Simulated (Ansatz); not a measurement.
**Na wire along [100], 4 atoms a period: bands by functional and under strain**

What gap, if any, does the Na wire along [100], 4 atoms a period have, and how does it change with the functional and under strain?

Program: Ansatz 0.2.0. Level of theory: DFT PBE, plane waves, PAW; relaxation of a wire's period, in the first sound run; inputs show where later runs differ. Results are calculated unless marked as measured.

## Step 1: Starting point

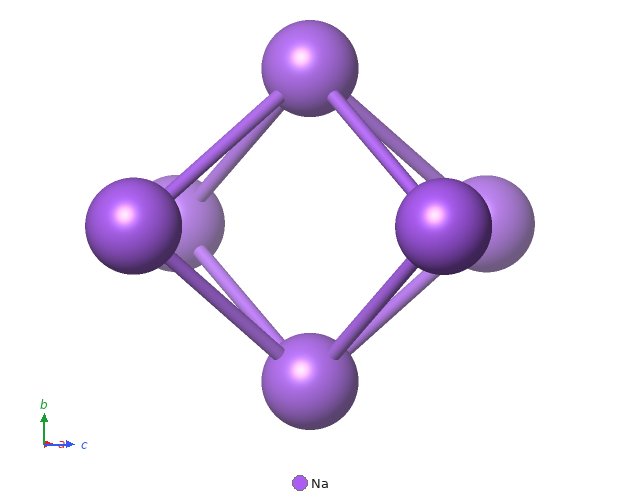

The cell as given, from the side, with the c axis across the page (sodium purple). Some periodic images of atoms are drawn too.

The cell holds 4 atoms: 4 Na. Cell: a = 11.000 Å, b = 11.000 Å, c = 4.200 Å, α = 90.0°, β = 90.0°, γ = 90.0°. Vacuum lies along a and b. The structure's axis is c.

## Step 2: The relaxed wire

Band widths follow the bond lengths, so the wire is relaxed first. The atoms and the third cell vector are free; the box across stays fixed as vacuum. A Fermi-Dirac smearing is set since the result may be a metal. The pressure printed is a third of the stress's trace over the whole box, vacuum included; only the stress along the axis is relaxed.

input.yaml

```yaml
crystal:
  lattice:
    - [11.0, 0.0, 0.0]
    - [0.0, 11.0, 0.0]
    - [0.0, 0.0, 4.2]
  atoms:
    - { symbol: Na, position: [0.309090909, 0.5, 0.0] }
    - { symbol: Na, position: [0.690909091, 0.5, 0.0] }
    - { symbol: Na, position: [0.5, 0.309090909, 0.5] }
    - { symbol: Na, position: [0.5, 0.690909091, 0.5] }
kpoints:
  mp_grid: { grid: [1, 1, 20] }
scf:
  occupations: { method: fermi_dirac, width: 0.05 }
hamiltonian:
  xc: pbe
relax:
  cell: { fix: [a, b, alpha, beta, gamma] }
  max_steps: 60
```

On the command line:

```sh
ansatz run input.yaml --threads 8 --pin off --max-ram 16384MiB --backend cpu --events-out ev --progress --plain --runs-dir out
```

Numbers of over 12 decimals in the logs are rounded to 6 here.

Output:

```text
Engine: ansatz 0.2.0, aarch64-unknown-linux-gnu
Pseudopotentials: kind: paw
Pseudopotential: Na, paw, valence charge 9, recommended cutoff 420 eV (normal), Na.paw.azcp
Functional definition: PBE
  parameter kappa = 0.804
  parameter beta = 0.066725
  exchange = pbe_x(kappa = kappa, mu = beta*pi^2/3)
  correlation = pbe_c(beta = beta)
Crystal: 4 atoms, lattice volume = 508.200 Å³
Basis set: ecut = 420 eV, 9887 PW (Γ), exchange–correlation on 150×150×60 points (8 copies of the dense FFT grid, shifted against one another)
Bands: 22, of which v1, the nominal top of the filled ones, is band 18 counted from 1 (17 counted from 0)
Symmetry: 16 space group operations
Space group: P42/mmc (ITA 131), of the structure as read, at distance tolerance 8.0e-5 Å
k-points: 11 of 20
Non-local potential: Na, projectors of the file, l = 0: 3, l = 1: 2, l = 2: 1
PAW form: soft (Blöchl's): semilocal exchange-correlation on the pseudo side does not see the compensation charge
PAW one-centre angular grid: Na, 110 points (default); XC on 64 Gauss nodes
Initial density: superposition of atomic densities (neutral atoms: chi_scale 0, normalization atom), corrected by the library's trained network
Initial wavefunctions: pseudopotential atomic-orbital guess
Functional: x = pbe(κ = 0.804, μ = 0.219515), c = pbe(β = 0.066725)
SCF iter   1: F=—  HF=-5944.264911 eV  |F-HF|=—  |Δ(HF+E_count)|=         —  Δρ=1.17e-3  dr2=4.40e-2  ethr=1.77e-3  ⟨swp⟩=7.2  Hψ=1277  notcnv=0
preconditioner: auto → LDOS  [metal: Δε(μ)=0.016 eV  Ē_g=2.009 eV  σ=0.050 eV  W_gap=0.08  n_scr=46 (ndim 8)  ℏωp=3.3 eV  f_vac=0.546  D(μ)=3.22/eV (n_scr^D=8)  β→1.0]
SCF iter   2: F=—  HF=-5944.257443 eV  |F-HF|=—  |Δ(HF+E_count)|=   7.47e-3  Δρ=3.85e-4  dr2=1.60e-3  ethr=1.22e-4  ⟨swp⟩=2.6  Hψ=400  notcnv=0
SCF iter   3: F=—  HF=-5944.258798 eV  |F-HF|=—  |Δ(HF+E_count)|=   1.35e-3  Δρ=1.57e-4  dr2=3.59e-4  ethr=4.44e-6  ⟨swp⟩=3.0  Hψ=447  notcnv=0
SCF iter   4: F=—  HF=-5944.258808 eV  |F-HF|=—  |Δ(HF+E_count)|=   1.02e-5  Δρ=8.53e-5  dr2=2.32e-5  ethr=9.96e-7  ⟨swp⟩=2.0  Hψ=399  notcnv=0
SCF iter   5: F=—  HF=-5944.258651 eV  |F-HF|=—  |Δ(HF+E_count)|=   1.58e-4  Δρ=1.53e-5  dr2=5.04e-6  ethr=6.45e-8  ⟨swp⟩=2.0  Hψ=442  notcnv=0
SCF iter   6: F=—  HF=-5944.258652 eV  |F-HF|=—  |Δ(HF+E_count)|=   9.20e-7  Δρ=3.13e-6  dr2=3.75e-7  ethr=1.40e-8  ⟨swp⟩=2.4  Hψ=318  notcnv=0
SCF iter   7: F=-5944.258652 eV  HF=-5944.258652 eV  |F-HF|=3.61e-9  |Δ(HF+E_count)|=   4.62e-8  Δρ=4.66e-7  dr2=2.78e-9  ethr=2.78e-10  ⟨swp⟩=4.2  Hψ=715  notcnv=0
SCF 1 converged in 7 iterations: F = -5944.258652 eV  dr2 = 2.78e-9
  greatest PAW one-centre occupation: 0.999 electrons in one spin orbital (limit 2), on the Na atom at site 3 (counted from 0), in its partial waves of l = 0
relax step   1: F+E_penalty+E_count = -5944.25865157 eV  Δ(F+E_penalty+E_count) = +0.000e0 eV  max|allowed force component| = 7.144e-2 eV/Å  Δτ_max = 0.0000 Å  P = -0.147 GPa  Ω = 508.200 Å³  fix = [a, b, alpha, beta, gamma]  reactions: a +0.041, b +0.041 GPa  (7 SCF iters, dr2 threshold 1.00e-7 eV, accepted)
Crystal: 4 atoms, lattice volume = 501.997 Å³
Basis set: ecut = 420 eV, 9781 PW (Γ), exchange–correlation on 150×150×60 points (8 copies of the dense FFT grid, shifted against one another)
Initial density: handed on by an earlier stage of this run
Initial wavefunctions: those handed on with the density
iter 1 solved again at ethr=3.08e-7 eV; its pass at ethr=3.10e-3 eV (dr2=1.11e-4 eV) is discarded
SCF iter   1: F=—  HF=-5944.279922 eV  |F-HF|=—  |Δ(HF+E_count)|=         —  Δρ=5.10e-5  dr2=1.12e-4  ethr=3.08e-7  ⟨swp⟩=2.6  Hψ=1564  notcnv=0
preconditioner: auto → LDOS  [metal: Δε(μ)=0.009 eV  Ē_g=2.083 eV  σ=0.050 eV  W_gap=0.04  n_scr=46 (ndim 8)  ℏωp=3.3 eV  f_vac=0.554  D(μ)=3.22/eV (n_scr^D=8)  β→1.0]
SCF iter   2: F=—  HF=-5944.279820 eV  |F-HF|=—  |Δ(HF+E_count)|=   1.02e-4  Δρ=2.34e-5  dr2=8.09e-6  ethr=3.08e-7  ⟨swp⟩=2.0  Hψ=266  notcnv=0
SCF iter   3: F=—  HF=-5944.279822 eV  |F-HF|=—  |Δ(HF+E_count)|=   2.53e-6  Δρ=1.82e-5  dr2=2.04e-6  ethr=2.25e-8  ⟨swp⟩=2.0  Hψ=398  notcnv=0
SCF iter   4: F=-5944.279822 eV  HF=-5944.279822 eV  |F-HF|=6.44e-8  |Δ(HF+E_count)|=   3.49e-7  Δρ=6.05e-6  dr2=2.03e-7  ethr=1.11e-9  ⟨swp⟩=3.0  Hψ=986  notcnv=0
SCF 2 converged in 4 iterations: F = -5944.279822 eV  dr2 = 2.03e-7
relax step   2: F+E_penalty+E_count = -5944.27982200 eV  Δ(F+E_penalty+E_count) = -2.117e-2 eV  max|allowed force component| = 5.451e-2 eV/Å  Δτ_max = 0.0057 Å  P = -0.122 GPa  Ω = 501.997 Å³  energy of the carried Pulay correction = +2.785e-5 eV  fix = [a, b, alpha, beta, gamma]  reactions: a +0.065, b +0.065 GPa  (4 SCF iters, dr2 threshold 4.00e-7 eV, accepted)
Crystal: 4 atoms, lattice volume = 477.046 Å³
Basis set: ecut = 420 eV, 9349 PW (Γ), exchange–correlation on 150×150×60 points (8 copies of the dense FFT grid, shifted against one another)
iter 1 solved again at ethr=4.08e-6 eV; its pass at ethr=3.10e-3 eV (dr2=1.47e-3 eV) is discarded
SCF iter   1: F=—  HF=-5944.348959 eV  |F-HF|=—  |Δ(HF+E_count)|=         —  Δρ=1.95e-4  dr2=1.47e-3  ethr=4.08e-6  ⟨swp⟩=2.2  Hψ=1521  notcnv=0
preconditioner: auto → LDOS  [insulator: Δε(μ)=0.129 eV  Ē_g=2.163 eV  σ=0.050 eV  W_gap=0.54  n_scr=38 (ndim 8)  ℏωp=3.4 eV  f_vac=0.554  D(μ)=2.36/eV (n_scr^D=8)  ε∞_Penn≈3.5  β→1.0]
SCF iter   2: F=—  HF=-5944.348817 eV  |F-HF|=—  |Δ(HF+E_count)|=   1.41e-4  Δρ=9.47e-5  dr2=9.77e-5  ethr=4.08e-6  ⟨swp⟩=2.0  Hψ=291  notcnv=0
SCF iter   3: F=—  HF=-5944.348717 eV  |F-HF|=—  |Δ(HF+E_count)|=   9.99e-5  Δρ=7.25e-5  dr2=2.90e-5  ethr=2.72e-7  ⟨swp⟩=2.0  Hψ=398  notcnv=0
SCF iter   4: F=—  HF=-5944.348711 eV  |F-HF|=—  |Δ(HF+E_count)|=   6.57e-6  Δρ=2.12e-5  dr2=2.11e-6  ethr=8.05e-8  ⟨swp⟩=2.0  Hψ=442  notcnv=0
SCF iter   5: F=-5944.348711 eV  HF=-5944.348711 eV  |F-HF|=8.39e-8  |Δ(HF+E_count)|=   1.48e-7  Δρ=3.29e-6  dr2=7.26e-8  ethr=1.11e-9  ⟨swp⟩=4.2  Hψ=891  notcnv=0
SCF 3 converged in 5 iterations: F = -5944.348711 eV  dr2 = 7.26e-8
  greatest PAW one-centre occupation: 0.999 electrons in one spin orbital (limit 2), on the Na atom at site 1 (counted from 0), in its partial waves of l = 0
relax step   3: F+E_penalty+E_count = -5944.34871072 eV  Δ(F+E_penalty+E_count) = -6.889e-2 eV  max|allowed force component| = 1.214e-3 eV/Å  Δτ_max = 0.0064 Å  P = -0.019 GPa  Ω = 477.046 Å³  energy of the carried Pulay correction = +1.434e-4 eV  fix = [a, b, alpha, beta, gamma]  reactions: a +0.153, b +0.153 GPa  (5 SCF iters, dr2 threshold 4.00e-7 eV, accepted)
[...]
relax step   4: F+E_penalty+E_count = -5944.38765884 eV  Δ(F+E_penalty+E_count) = -3.895e-2 eV  max|allowed force component| = 1.456e-2 eV/Å  Δτ_max = 0.0415 Å  P = +0.061 GPa  Ω = 451.689 Å³  energy of the carried Pulay correction = +2.670e-4 eV  fix = [a, b, alpha, beta, gamma]  reactions: a +0.145, b +0.145 GPa  (5 SCF iters, dr2 threshold 3.28e-7 eV, accepted)
[...]
relax step   5: F+E_penalty+E_count = -5944.39004724 eV  Δ(F+E_penalty+E_count) = -2.388e-3 eV  max|allowed force component| = 6.703e-3 eV/Å  Δτ_max = 0.0013 Å  P = +0.097 GPa  Ω = 446.257 Å³  energy of the carried Pulay correction = +2.944e-4 eV  fix = [a, b, alpha, beta, gamma]  reactions: a +0.159, b +0.159 GPa  (5 SCF iters, dr2 threshold 2.90e-8 eV, accepted)
[...]
relax step   6: F+E_penalty+E_count = -5944.39024735 eV  Δ(F+E_penalty+E_count) = -2.001e-4 eV  max|allowed force component| = 9.383e-5 eV/Å  Δτ_max = 0.0038 Å  P = +0.113 GPa  Ω = 444.563 Å³  energy of the carried Pulay correction = +3.029e-4 eV  fix = [a, b, alpha, beta, gamma]  reactions: a +0.169, b +0.169 GPa  (7 SCF iters, accepted)
Basis set: ecut = 420 eV, 8669 PW (Γ), exchange–correlation on 150×150×50 points (8 copies of the dense FFT grid, shifted against one another)
Initial wavefunctions: pseudopotential atomic-orbital guess (no wavefunctions were taken with the density)
iter 1 solved again at ethr=4.10e-8 eV; its pass at ethr=3.10e-3 eV (dr2=1.48e-5 eV) is discarded
SCF iter   1: F=—  HF=-5944.389571 eV  |F-HF|=—  |Δ(HF+E_count)|=         —  Δρ=5.67e-5  dr2=1.78e-6  ethr=4.10e-8  ⟨swp⟩=4.2  Hψ=1963  notcnv=0
preconditioner: auto → LDOS  [insulator: Δε(μ)=0.302 eV  Ē_g=2.247 eV  σ=0.050 eV  W_gap=0.76  n_scr=30 (ndim 8)  ℏωp=3.5 eV  f_vac=0.552  D(μ)=1.71/eV (n_scr^D=8)  ε∞_Penn≈3.5  β→1.0]
SCF iter   2: F=—  HF=-5944.389458 eV  |F-HF|=—  |Δ(HF+E_count)|=   1.13e-4  Δρ=1.20e-5  dr2=2.79e-7  ethr=4.95e-9  ⟨swp⟩=2.2  Hψ=444  notcnv=0
SCF iter   3: F=—  HF=-5944.389458 eV  |F-HF|=—  |Δ(HF+E_count)|=   2.07e-7  Δρ=4.01e-6  dr2=2.58e-8  ethr=7.75e-10  ⟨swp⟩=2.0  Hψ=425  notcnv=0
SCF iter   4: F=—  HF=-5944.389458 eV  |F-HF|=—  |Δ(HF+E_count)|=   1.25e-8  Δρ=7.16e-7  dr2=1.36e-9  ethr=7.16e-11  ⟨swp⟩=2.0  Hψ=434  notcnv=0
SCF iter   5: F=—  HF=-5944.389458 eV  |F-HF|=—  |Δ(HF+E_count)|=  2.03e-10  Δρ=1.07e-7  dr2=8.83e-11  ethr=3.79e-12  ⟨swp⟩=2.0  Hψ=396  notcnv=0
SCF iter   6: F=-5944.389458 eV  HF=-5944.389458 eV  |F-HF|=3.64e-12  |Δ(HF+E_count)|=  9.09e-13  Δρ=1.04e-8  dr2=9.35e-13  ethr=1.00e-12  ⟨swp⟩=3.9  Hψ=802  notcnv=0
SCF 7 converged in 6 iterations: F = -5944.389458 eV  dr2 = 9.35e-13
relax step   7: F+E_penalty+E_count = -5944.38945812 eV  Δ(F+E_penalty+E_count) = +7.892e-4 eV  max|allowed force component| = 1.634e-4 eV/Å  Δτ_max = 0.0000 Å  P = +0.114 GPa  Ω = 444.563 Å³  fix = [a, b, alpha, beta, gamma]  reactions: a +0.170, b +0.170 GPa  stress off target by 2.17e-3 GPa on what of the cell is left free  SCF on the basis re-selected at this cell (its energy is not comparable with the rows above)  (6 SCF iters)
basis re-selected at this cell: Δ(F+E_penalty+E_count) = +7.892e-4 eV, ΔP = +0.001 GPa vs the last step (what re-selecting the basis moved, of the pressure what is left beyond the Pulay correction that the steps carried, after the strain that the cell walked since its last selection, with what the two solves' SCF thresholds leave and, on support functions, any second-order correction that the steps lacked; it is no measure of the basis error at this ecutwfc). The dense FFT grid was sized anew with the basis: this SCF ran on 75×75×25 points, the steps before it on 75×75×30, so part of this shift can come from that change (see relax.cell in the input reference). [rest of the remark cut]
SCF converged after 6 iterations
Free energy (F): -5944.389458 eV
Harris-Foulkes:  -5944.389458 eV  (|F-HF|=3.64e-12)
Internal energy: -5944.375232 eV  (E = F + TS)
E sigma→0 (E₀):  -5944.382345 eV
Entropy (-TS):   -0.014226 eV (-3.557 meV/atom)
Fermi energy:    -1.075602 eV
--- Per-component energies (eV) ---
  E_band       = -1072.367497
  E_kinetic    = 480.410453
  E_local      = -9071.165977  (includes V_loc(G=0)·N_el)
  E_nonlocal   = 460.466957
  E_hartree    = 3706.768361
  E_xc         = -152.315414
  E_vxc        = -195.637761  (∫ρ·V_xc dr)
  E_paw        = -1052.763235  (= ΣΔE_a)
  E_vpaw       = -159.977732  (= ΣTr[D̂ρ^β])
  E_aug_tail   = -0.000126  (compensation charges beyond the density's cutoff)
  E_ewald      = -315.776251
  E_smearing   = -0.014226  (= −TS)
  E_closure    = -0.000000  (closes the sum)
  Σ components = -5944.389458   (vs F -5944.389458, Δ=0.00e0)
--- Forces (eV/Å), atoms counted from 1 ---
  atom   1  Na     0.00016345     0.00000000     0.00000000
  atom   2  Na    -0.00016345     0.00000000     0.00000000
  atom   3  Na     0.00000000     0.00016345     0.00000000
  atom   4  Na     0.00000000    -0.00016345     0.00000000
  max |Σ_I F_I| component: 5.42e-20 eV/Å
--- Stress (GPa, compression-positive) ---
        0.170412       0.000000       0.000000
        0.000000       0.170412       0.000000
        0.000000       0.000000       0.002165
  P = ⅓ Tr σ = 0.1143 GPa (1.143 kbar)
--- Relaxed structure (6 steps of the walk, 6 accepted, 1 SCFs on fresh bases) ---
  F+E_penalty+E_count = -5944.38945812 eV   max|allowed force component| = 1.634e-4 eV/Å   (the final SCF, on the basis selected at the relaxed cell)
  cell:  # Å, volume = 444.5634 Å³
    - [11.0, 0.0, 0.0]
    - [0.0, 11.0, 0.0]
    - [0.0, 0.0, 3.674078]
  atoms:
    - { symbol: Na, position: [0.306883, 0.5, 0.0] }
    - { symbol: Na, position: [0.693117, 0.5, 0.0] }
    - { symbol: Na, position: [0.5, 0.306883, 0.500000] }
    - { symbol: Na, position: [0.5, 0.693117, 0.500000] }
```

Elapsed: 7 s, on 8 threads of Arm Neoverse V1, shared host; peak memory 0.89 GiB.

Step by step:

| step | energy less that of the first step (eV) | largest force component (eV/Å) | pressure (GPa) | volume (Å³) |
| --- | --- | --- | --- | --- |
| 1 | 0.0000 | 0.0714 | -0.15 | 508.20 |
| 2 | -0.0212 | 0.0545 | -0.12 | 502.00 |
| 3 | -0.0901 | 0.0012 | -0.02 | 477.05 |
| 4 | -0.1290 | 0.0146 | 0.06 | 451.69 |
| 5 | -0.1314 | 0.0067 | 0.10 | 446.26 |
| 6 | -0.1316 | 0.0001 | 0.11 | 444.56 |
| 7* | -0.1308 | 0.0002 | 0.11 | 444.56 |

Relaxation steps marked * repeat the geometry before them on a plane-wave basis chosen anew for their cell, so energy and pressure can jump there.

Forces are held to the 16 operations that the run works with; a distortion that breaks them can't arise in this run.

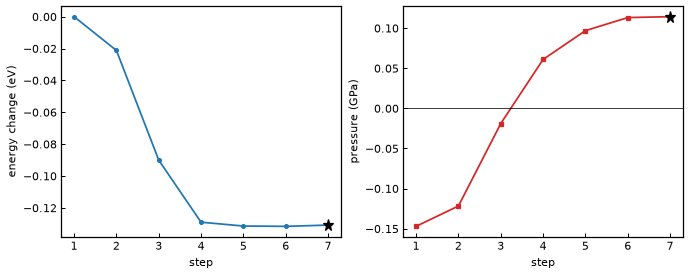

Energy and pressure along the relaxation. Stars mark steps on a basis chosen anew.

| cell as run | before | after | change |
| --- | --- | --- | --- |
| c (Å) | 4.200 | 3.674 | -12.5 % |

The atoms that moved most (Å, along periodic axes as changes of fractional coordinates times the final cell, across vacuum about the mean position):

| atom | dx | dy | dz | length |
| --- | --- | --- | --- | --- |
| Na1 | -0.024 | 0.000 | 0.000 | 0.024 |
| Na2 | 0.024 | 0.000 | 0.000 | 0.024 |
| Na3 | 0.000 | -0.024 | 0.000 | 0.024 |
| Na4 | 0.000 | 0.024 | 0.000 | 0.024 |

This step gave:

```
energy at zero smearing    : -5944.3823 eV
cell length along the wire : 3.674 Å
```

The cell's length comes to 3.674 Å with spin left out. That is -13 % against the start, more than a small adjustment.

[end of part 1 of 3]

[Logs are printed without paths, hosts, clocks, repeated set-up lines and the standing remarks that a program may print on its own settings, such as how far it seeks lower states.]

[Hosts, paths, dates, database ids (printed as entryN), source tags and the programs' standing remarks are cut or masked in the printed files.]
